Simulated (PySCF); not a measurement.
Consider C₃H₄O₂SSi.

```xyz
11

O     1.5792    2.1501   -1.1834
C     1.7171    1.1033   -0.7036
C     1.7883   -0.0843   -0.1938
S     0.7406   -1.3403   -0.9275
Si   -1.0138   -1.1652    0.3205
C    -1.4600    0.7010    0.2739
O    -1.1591    1.4646    1.1543
H     2.4791   -0.3966    0.5630
H    -2.0102   -1.9588   -0.3765
H    -0.6883   -1.5594    1.6827
H    -1.9676    1.0883   -0.6355
```

Geometry: GFN2-xTB.

All numbers below come from PBE0/pcSseg-1, SCF density, gas phase, non-relativistic (PySCF).

> Predict the electron density and electron localisation function between the atoms.

C–O (1.16 Å): ρ is about 3.6 e/Å³ halfway; the ELF peaks at about 0.85 between the atoms: a multiple bond.
C–C (1.29 Å): the density is about 2.4 e/Å³ at the midpoint; the ELF peaks at about 0.90 between the atoms: a multiple bond.
C–S (1.79 Å): ρ at the midpoint is about 1.2 e/Å³; the ELF peaks at about 0.90 between the atoms (a shared electron pair).
C–H (1.07 Å): the density is about 2 e/Å³ at the midpoint; the ELF climbs to about 1 towards the hydrogen, as it does in any bond to H; an ordinary covalent bond to hydrogen.

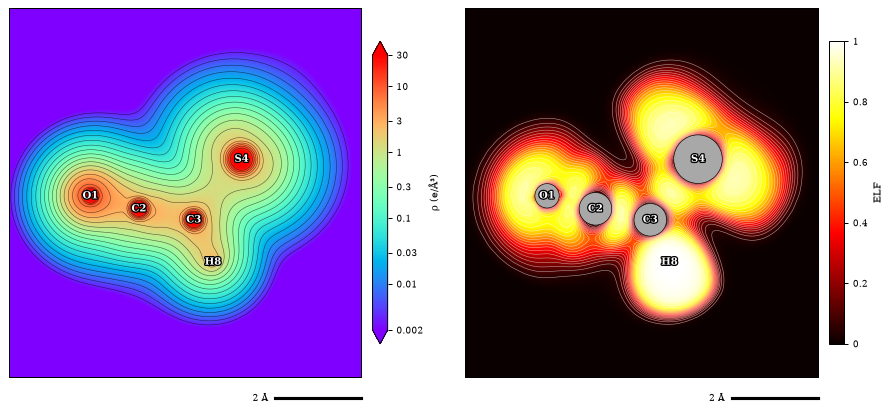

Computed electron density and electron localisation function on the plane of atoms C2, C3 and H8, in this order. Grey discs cover the atomic cores in the ELF map. 
